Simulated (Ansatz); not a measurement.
# Run report: ZnSiNH6ClO, geometry relaxation (part 1 of 2)

ZnSiNH6ClO, computed with RHF/def2-SVP (Ansatz 0.2.0).

It belongs to a series of runs on one base structure; here: end point A relaxed. Figures and captions count atoms from 1; the log counts them from 0 in places.

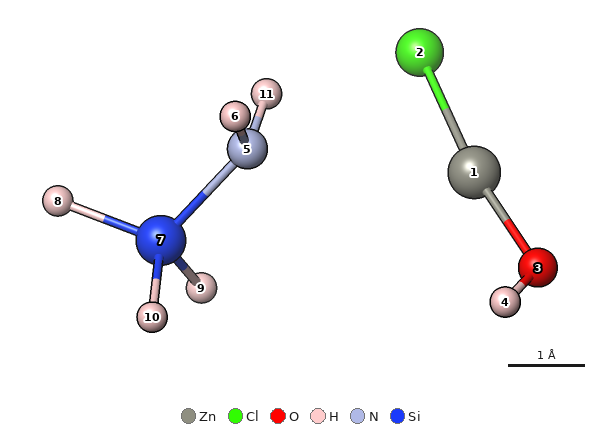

The structure as given in the input (ball-and-stick view, seen at a tilt; atoms are numbered from 1 in the order of the input). Sticks mark near contacts.

**Summary**

| quantity | value |
| --- | --- |
| outcome | converged |
| total energy | −72343.5504 eV |
| mean-field energy | −72343.5504 eV |
| largest force (length of the vector) at the end | 0.016 eV/Å |
| hardware | 2 threads of Arm Neoverse V2, 24 GiB of memory available, shared host |
| wall time | 67 s (CPU time 2.1 min) |
| peak memory | 0.31 GiB |

**Input**
```yaml
crystal:
  periodic: [false, false, false]
  atoms:
    - { symbol: Zn, position_ang: [0.594476, -0.320318, 0.028702] }
    - { symbol: Cl, position_ang: [1.14235, -1.103846, 2.028164] }
    - { symbol: O, position_ang: [0.455227, 0.342939, -1.619606] }
    - { symbol: H, position_ang: [-0.386377, 0.4813, -2.025434] }
    - { symbol: "N", position_ang: [-2.176861, -0.723845, 1.398611] }
    - { symbol: H, position_ang: [-2.73041, -1.479865, 1.035353] }
    - { symbol: Si, position_ang: [-3.029892, 0.675509, 1.995276] }
    - { symbol: H, position_ang: [-3.830866, 0.432951, 3.221991] }
    - { symbol: H, position_ang: [-2.028517, 1.727093, 2.288554] }
    - { symbol: H, position_ang: [-3.949513, 1.136059, 0.929133] }
    - { symbol: H, position_ang: [-1.432917, -1.102978, 1.999955] }
basis:
  gaussian: { orbitals: def2-SVP }
hamiltonian:
  xc: hf
relax:
  f_tol: 0.03
  max_steps: 50
```

Command:
```bash
ansatz run input.yaml --threads 2 --pin off --max-ram 3072MiB --backend cpu --events-out ev --progress --plain --runs-dir out
```

**Output**
```
The last accepted step is kept in [file] (removed where the run ends without a failure and the disk answers)
Engine: ansatz 0.2.0, aarch64-unknown-linux-gnu
Functional definition: HF
  exchange = exact_x
  correlation = 0
1288 factors; integrals over basis functions are off by at most 3.5e-4 eV
mean field evaluation 1: about -72338.0266 eV, gradient 4.7e1 eV
mean field evaluation 2: about -72338.2225 eV, gradient 4.7e1 eV
mean field evaluation 4: about -72342.8532 eV, gradient 3.5e0 eV
mean field evaluation 8: about -72342.9026 eV, gradient 9.8e-2 eV
mean field -72342.90267502 eV, -2658.5526375265 hartree, gradient 5.2e-5 eV, S^2 0.000000; 0 other end points of the search recorded, 0 dependent functions left out
the calculation of the forces begins
reference -72342.90267502 eV, -2658.5526375265 hartree; 41, 41 occupied and 84, 84 virtual orbitals, 1288 factors
relax step   1: F+E_penalty+E_count = -72342.90267502 eV  Δ(F+E_penalty+E_count) = +0.000e0 eV  max|allowed force component| = 9.982e-1 eV/Å  Δτ_max = 0.0000 Å  (38 SCF iters, accepted)
these checks for a lower state are left out or cut short: starts, cluster_reference, orbital_swaps, neighbouring_geometries, increment
1288 factors; integrals over basis functions are off by at most 3.4e-4 eV
mean field evaluation 16: about -72343.0250 eV, gradient 2.4e-3 eV
mean field -72343.02506940 eV, -2658.5571354369 hartree, gradient 1.1e-5 eV, S^2 0.000000; 0 other end points of the search recorded, 0 dependent functions left out
[... from here on the field's lines of each further geometry are left out, up to the last ...]
relax step   2: F+E_penalty+E_count = -72343.02506940 eV  Δ(F+E_penalty+E_count) = -1.224e-1 eV  max|allowed force component| = 4.839e-1 eV/Å  Δτ_max = 0.1906 Å  (38 SCF iters, accepted)
relax step   3: F+E_penalty+E_count = -72343.15283667 eV  Δ(F+E_penalty+E_count) = -1.278e-1 eV  max|allowed force component| = 5.209e-1 eV/Å  Δτ_max = 0.1947 Å  (37 SCF iters, accepted)
relax step   4: F+E_penalty+E_count = -72343.25708103 eV  Δ(F+E_penalty+E_count) = -1.042e-1 eV  max|allowed force component| = 6.059e-1 eV/Å  Δτ_max = 0.1902 Å  (38 SCF iters, accepted)
relax step   5: F+E_penalty+E_count = -72343.29324676 eV  Δ(F+E_penalty+E_count) = -3.617e-2 eV  max|allowed force component| = 5.864e-1 eV/Å  Δτ_max = 0.1957 Å  (38 SCF iters, accepted)
relax step   6: F+E_penalty+E_count = -72343.29673374 eV  Δ(F+E_penalty+E_count) = -3.487e-3 eV  max|allowed force component| = 3.344e-1 eV/Å  Δτ_max = 0.1731 Å  (37 SCF iters, accepted)
relax step   7: F+E_penalty+E_count = -72343.31821925 eV  Δ(F+E_penalty+E_count) = -2.149e-2 eV  max|allowed force component| = 1.084e-1 eV/Å  Δτ_max = 0.0940 Å  (38 SCF iters, accepted)
relax step   8: F+E_penalty+E_count = -72343.32623906 eV  Δ(F+E_penalty+E_count) = -8.020e-3 eV  max|allowed force component| = 1.294e-1 eV/Å  Δτ_max = 0.0912 Å  (39 SCF iters, accepted)
relax step   9: F+E_penalty+E_count = -72343.33275376 eV  Δ(F+E_penalty+E_count) = -6.515e-3 eV  max|allowed force component| = 9.679e-2 eV/Å  Δτ_max = 0.0851 Å  (39 SCF iters, accepted)
relax step  10: F+E_penalty+E_count = -72343.33728238 eV  Δ(F+E_penalty+E_count) = -4.529e-3 eV  max|allowed force component| = 3.098e-1 eV/Å  Δτ_max = 0.1954 Å  (37 SCF iters, accepted)
relax step  11: F+E_penalty+E_count = -72343.34485174 eV  Δ(F+E_penalty+E_count) = -7.569e-3 eV  max|allowed force component| = 2.648e-1 eV/Å  Δτ_max = 0.0431 Å  (38 SCF iters, accepted)
relax step  12: F+E_penalty+E_count = -72343.35339132 eV  Δ(F+E_penalty+E_count) = -8.540e-3 eV  max|allowed force component| = 4.227e-1 eV/Å  Δτ_max = 0.1521 Å  (38 SCF iters, accepted)
relax step  13: F+E_penalty+E_count = -72343.35934860 eV  Δ(F+E_penalty+E_count) = -5.957e-3 eV  max|allowed force component| = 6.520e-1 eV/Å  Δτ_max = 0.1953 Å  (38 SCF iters, accepted)
relax step  14: F+E_penalty+E_count = -72343.36671004 eV  Δ(F+E_penalty+E_count) = -7.361e-3 eV  max|allowed force component| = 6.674e-1 eV/Å  Δτ_max = 0.0870 Å  (39 SCF iters, accepted)
relax step  15: F+E_penalty+E_count = -72343.37965543 eV  Δ(F+E_penalty+E_count) = -1.295e-2 eV  max|allowed force component| = 3.639e-1 eV/Å  Δτ_max = 0.0789 Å  (38 SCF iters, accepted)
relax step  16: F+E_penalty+E_count = -72343.39888040 eV  Δ(F+E_penalty+E_count) = -1.922e-2 eV  max|allowed force component| = 1.334e-1 eV/Å  Δτ_max = 0.1951 Å  (37 SCF iters, accepted)
relax step  17: F+E_penalty+E_count = -72343.41173316 eV  Δ(F+E_penalty+E_count) = -1.285e-2 eV  max|allowed force component| = 3.727e-1 eV/Å  Δτ_max = 0.0740 Å  (38 SCF iters, accepted)
relax step  18: F+E_penalty+E_count = -72343.41789108 eV  Δ(F+E_penalty+E_count) = -6.158e-3 eV  max|allowed force component| = 3.645e-1 eV/Å  Δτ_max = 0.0443 Å  (39 SCF iters, accepted)
relax step  19: F+E_penalty+E_count = -72343.44622104 eV  Δ(F+E_penalty+E_count) = -2.833e-2 eV  max|allowed force component| = 3.033e-1 eV/Å  Δτ_max = 0.1997 Å  (38 SCF iters, accepted)
relax step  20: F+E_penalty+E_count = -72343.38487145 eV  Δ(F+E_penalty+E_count) = +6.135e-2 eV  max|allowed force component| = 3.039e0 eV/Å  Δτ_max = 0.1967 Å  (38 SCF iters, rejected (line search))
relax step  21: F+E_penalty+E_count = -72343.46578586 eV  Δ(F+E_penalty+E_count) = -1.956e-2 eV  max|allowed force component| = 2.034e-1 eV/Å  Δτ_max = 0.0984 Å  (39 SCF iters, accepted)
relax step  22: F+E_penalty+E_count = -72343.48054463 eV  Δ(F+E_penalty+E_count) = -1.476e-2 eV  max|allowed force component| = 7.200e-1 eV/Å  Δτ_max = 0.0974 Å  (38 SCF iters, accepted)
relax step  23: F+E_penalty+E_count = -72343.49213525 eV  Δ(F+E_penalty+E_count) = -1.159e-2 eV  max|allowed force component| = 1.344e0 eV/Å  Δτ_max = 0.1451 Å  (37 SCF iters, accepted)
relax step  24: F+E_penalty+E_count = -72343.51460820 eV  Δ(F+E_penalty+E_count) = -2.247e-2 eV  max|allowed force component| = 4.422e-1 eV/Å  Δτ_max = 0.2000 Å  (37 SCF iters, accepted)
relax step  25: F+E_penalty+E_count = -72343.51782993 eV  Δ(F+E_penalty+E_count) = -3.222e-3 eV  max|allowed force component| = 5.027e-1 eV/Å  Δτ_max = 0.0323 Å  (39 SCF iters, accepted)
relax step  26: F+E_penalty+E_count = -72343.53347866 eV  Δ(F+E_penalty+E_count) = -1.565e-2 eV  max|allowed force component| = 1.000e0 eV/Å  Δτ_max = 0.1413 Å  (37 SCF iters, accepted)
relax step  27: F+E_penalty+E_count = -72343.54850111 eV  Δ(F+E_penalty+E_count) = -1.502e-2 eV  max|allowed force component| = 1.410e-1 eV/Å  Δτ_max = 0.0655 Å  (38 SCF iters, accepted)
the calculation of the forces begins
reference -72343.55041026 eV, -2658.5764413574 hartree; 41, 41 occupied and 84, 84 virtual orbitals, 1288 factors
relax step  28: F+E_penalty+E_count = -72343.55041026 eV  Δ(F+E_penalty+E_count) = -1.909e-3 eV  max|allowed force component| = 1.295e-2 eV/Å  Δτ_max = 0.0273 Å  (39 SCF iters, accepted)
1288 factors; integrals over basis functions are off by at most 3.7e-4 eV
mean field evaluation 256: about -72343.2047 eV, gradient 1.2e0 eV
```

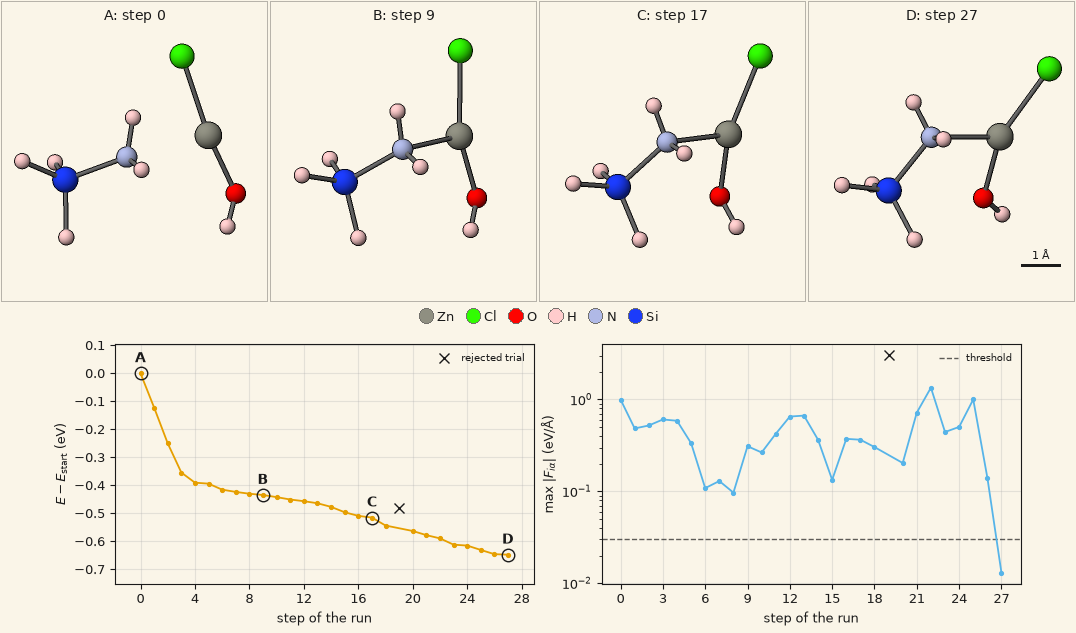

Frames of the relaxation (ball-and-stick view, seen at a tilt) above the curves, on which the letters mark them (the first geometry is step 0 here and step 1 in the log).

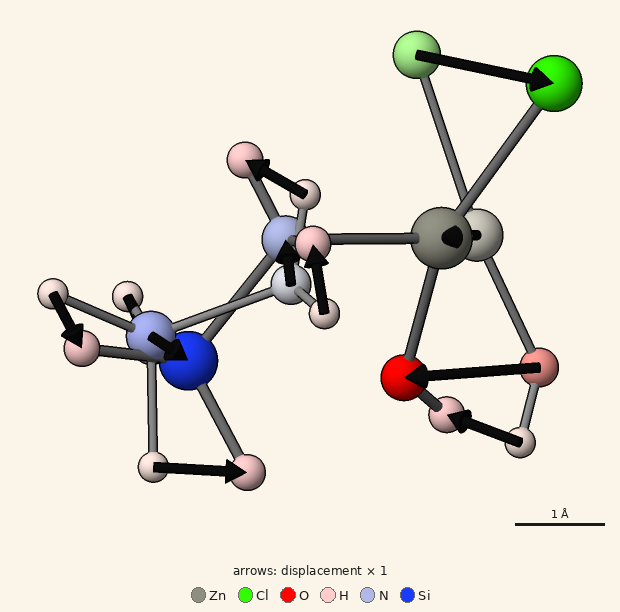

Start (faint) and end (solid) with the displacements as black arrows, at true length (ball-and-stick view, seen at a tilt). The two geometries are laid on each other by the best rigid fit. The largest move after the best rigid fit is that of Cl2, 1.65 Å. Largest moves by element: Cl 1.65 Å, O 1.64 Å, H 1.06 Å, Zn 0.83 Å, N 0.57 Å, Si 0.55 Å. Distances before and after: Zn1–N5 3.118 → 2.166 Å, N5–Si7 1.744 → 1.805 Å, Zn1–O3 1.782 → 1.820 Å, Zn1–Cl2 2.216 → 2.180 Å. New bonds form: Zn1–N5 (3.12 → 2.17 Å). Among the angles that change: Cl2–Zn1–O3 170.2° → 152.8°, N5–Si7–H8 114.5° → 106.5°, H9–Si7–H10 110.0° → 116.1°. The energy falls by 0.648 eV in 27 geometry steps. Largest force component: 1 eV/Å at the start, 0.013 eV/Å at the end. The line search rejected the trial step at point 19 (counted from 0) and went back. (Atoms are counted from 1 in the order of the input.)

```
mean field -72343.55041026 eV, -2658.5764413574 hartree, gradient 1.3e-5 eV, S^2 0.000000; 1 other end points of the search recorded, 0 dependent functions left out
the calculation of the forces begins
reference -72343.55041026 eV, -2658.5764413574 hartree; 41, 41 occupied and 84, 84 virtual orbitals, 1288 factors
Total energy: -72343.55041026 eV, -2658.5764413574 hartree
Atom 0 at    -0.034368    -0.590938     0.422524 Å, force    -0.010071     0.005715     0.002579 eV/Å
Atom 1 at     1.500754    -2.075203     0.862564 Å, force     0.006615    -0.008959     0.002390 eV/Å
Atom 2 at    -0.706062     0.811585    -0.524028 Å, force     0.004598    -0.003447     0.005993 eV/Å
Atom 3 at    -0.276612     1.260210    -1.231408 Å, force    -0.000197     0.012955    -0.009868 eV/Å
Atom 4 at    -1.746612    -0.696423     1.744636 Å, force     0.003386    -0.007614    -0.007343 eV/Å
Atom 5 at    -2.190630    -1.592344     1.603143 Å, force    -0.003476     0.000323     0.007858 eV/Å
Atom 6 at    -2.885963     0.671779     1.446013 Å, force     0.000708     0.011299    -0.000707 eV/Å
Atom 7 at    -3.969316     0.545592     2.455873 Å, force     0.000265     0.000523     0.000620 eV/Å
Atom 8 at    -2.175660     1.933198     1.691282 Å, force    -0.002252    -0.006467    -0.001226 eV/Å
Atom 9 at    -3.476778     0.512672     0.112965 Å, force    -0.001374    -0.004780    -0.000937 eV/Å
Atom 10 at    -1.412053    -0.715128     2.697137 Å, force     0.001797     0.000452     0.000643 eV/Å
Dipole moment:    -0.752947     0.185947     0.329015 e Å
```

**Trajectory as extended XYZ (Å, eV, eV/Å), 28 frames, from step=1 to step=28**
```
11
Properties=species:S:1:pos:R:3:forces:R:3 step=1 energy=-72342.90268
Zn    0.5945   -0.3203    0.0287   -0.1619  -0.2337   0.7554
Cl    1.1423   -1.1038    2.0282   -0.0248   0.2320  -0.6536
O     0.4552    0.3429   -1.6196   -0.0722  -0.0293   0.0031
H    -0.3864    0.4813   -2.0254    0.0825  -0.0100   0.0518
N    -2.1769   -0.7238    1.3986    0.9982  -0.2945   0.4061
H    -2.7304   -1.4799    1.0354    0.0158   0.0094   0.0076
Si   -3.0299    0.6755    1.9953    0.0000   0.0146  -0.0345
H    -3.8309    0.4330    3.2220    0.0163   0.0076  -0.0112
H    -2.0285    1.7271    2.2886   -0.0182  -0.0267   0.0030
H    -3.9495    1.1361    0.9291    0.0068  -0.0085   0.0147
H    -1.4329   -1.1030    2.0000   -0.8424   0.3391  -0.5424
11
Properties=species:S:1:pos:R:3:forces:R:3 step=2 energy=-72343.02507
Zn    0.4274   -0.3083    0.1197   -0.3333  -0.1038   0.2544
Cl    1.0781   -1.0864    2.0479    0.2000   0.0386  -0.0903
O     0.3832    0.2898   -1.5630   -0.1996   0.0330  -0.0351
H    -0.4355    0.4906   -1.9920    0.1662  -0.0350   0.0886
N    -2.0922   -0.7027    1.3588    0.4839  -0.2138  -0.0599
H    -2.6370   -1.4457    0.9547   -0.0006   0.0276  -0.0215
Si   -2.9832    0.6691    1.9682   -0.1041   0.2717   0.0865
H    -3.7828    0.4099    3.1930    0.0498  -0.0791  -0.0495
H    -1.9990    1.7290    2.2820   -0.0114   0.0015  -0.0153
H    -3.9121    1.1268    0.9100    0.0476  -0.0336  -0.0225
H    -1.4203   -1.1070    2.0014   -0.2983   0.0930  -0.1354
11
Properties=species:S:1:pos:R:3:forces:R:3 step=3 energy=-72343.15284
Zn    0.2574   -0.3470    0.2064   -0.3692   0.0862  -0.0614
Cl    1.1349   -1.0736    2.0549    0.1586  -0.0734   0.1467
O     0.3136    0.2779   -1.4769   -0.4183   0.0351  -0.0940
H    -0.4810    0.4801   -1.9542    0.3222  -0.0737   0.1877
N    -2.0319   -0.6783    1.3151    0.4388  -0.3042  -0.3081
H    -2.5777   -1.4069    0.8818    0.0235   0.0715  -0.0212
Si   -2.9499    0.6744    1.9405   -0.2424   0.5209   0.1629
H    -3.7457    0.3821    3.1608    0.0924  -0.1302  -0.0911
H    -1.9816    1.7421    2.2711   -0.0131  -0.0103  -0.0257
H    -3.8847    1.1237    0.8854    0.0704  -0.0403  -0.0366
H    -1.4267   -1.1096    1.9957   -0.0629  -0.0815   0.1407
11
Properties=species:S:1:pos:R:3:forces:R:3 step=4 energy=-72343.25708
Zn    0.0834   -0.3443    0.2832   -0.0864   0.0896  -0.2333
Cl    1.1507   -1.0725    2.0567    0.0983  -0.0395   0.1112
O     0.2492    0.2492   -1.4197   -0.6059   0.0851  -0.0973
H    -0.5132    0.4884   -1.9370    0.4591  -0.1369   0.3026
N    -1.9610   -0.6615    1.2926    0.3300  -0.5054  -0.1000
H    -2.5090   -1.3698    0.8229    0.0590   0.1250   0.0086
Si   -2.9128    0.6841    1.9140   -0.3490   0.5595   0.2418
H    -3.7079    0.3435    3.1225    0.1259  -0.1171  -0.1309
H    -1.9630    1.7597    2.2644   -0.0163  -0.0110  -0.0381
H    -3.8457    1.1159    0.8521    0.0965  -0.0328  -0.0483
H    -1.4440   -1.1277    2.0290   -0.1112  -0.0165  -0.0163
11
Properties=species:S:1:pos:R:3:forces:R:3 step=5 energy=-72343.29325
Zn    0.0160   -0.3679    0.3599    0.3939   0.0807  -0.1405
Cl    1.2316   -1.0573    2.0799   -0.0352   0.0127  -0.0517
O     0.1080    0.2790   -1.3302   -0.3057   0.0298  -0.0424
H    -0.6716    0.4932   -1.8222    0.2213  -0.0549   0.1220
N    -1.9027   -0.6786    1.2901   -0.0810  -0.5864   0.3726
H    -2.4493   -1.3350    0.7443    0.0762   0.1479   0.1236
Si   -2.8632    0.7102    1.8615   -0.1438   0.1435   0.0998
H    -3.6700    0.3131    3.0391    0.0266   0.0471  -0.0872
H    -1.9169    1.7803    2.2292   -0.0295  -0.0145  -0.0039
H    -3.7437    1.1287    0.7510    0.0674  -0.0297   0.0195
H    -1.5115   -1.2008    2.0779   -0.1902   0.2239  -0.4119
11
Properties=species:S:1:pos:R:3:forces:R:3 step=6 energy=-72343.29673
Zn    0.1709   -0.3828    0.3682   -0.3038   0.2112  -0.3344
Cl    1.2896   -1.0830    2.1135    0.1245  -0.0278   0.0270
O     0.0242    0.2641   -1.3282    0.0367  -0.0897   0.2278
H    -0.8103    0.4411   -1.7327    0.0983  -0.0396   0.1024
N    -1.8697   -0.6651    1.2797   -0.2568   0.1833   0.2732
H    -2.4047   -1.2706    0.6731    0.0459   0.0104   0.0594
Si   -2.8608    0.7258    1.8568    0.2177  -0.2850  -0.1731
H    -3.7036    0.3053    2.9951    0.0037   0.0169   0.0063
H    -1.9513    1.8096    2.2666    0.0233  -0.0114   0.0181
H    -3.7109    1.1463    0.7289    0.0145   0.0087  -0.0472
H    -1.5468   -1.2257    2.0598   -0.0040   0.0229  -0.1595
11
Properties=species:S:1:pos:R:3:forces:R:3 step=7 energy=-72343.31822
Zn    0.1017   -0.3499    0.3803    0.0330  -0.0987   0.0898
Cl    1.3486   -1.0677    2.0526   -0.1032   0.0478  -0.0785
O     0.0453    0.2935   -1.3064   -0.1084   0.0435  -0.0116
H    -0.7701    0.4881   -1.7385    0.0628  -0.0104   0.0185
N    -1.9108   -0.7032    1.3107    0.0615   0.0002   0.0668
H    -2.4529   -1.3275    0.7304    0.0550   0.0267   0.0303
Si   -2.8570    0.7173    1.8405   -0.0260  -0.0755   0.0140
H    -3.7134    0.3421    2.9859   -0.0218   0.0605  -0.0251
H    -1.9139    1.7785    2.2383    0.0059  -0.0167  -0.0053
H    -3.6814    1.1378    0.6911    0.0307  -0.0005   0.0035
H    -1.5695   -1.2440    2.0958    0.0106   0.0231  -0.1022
```
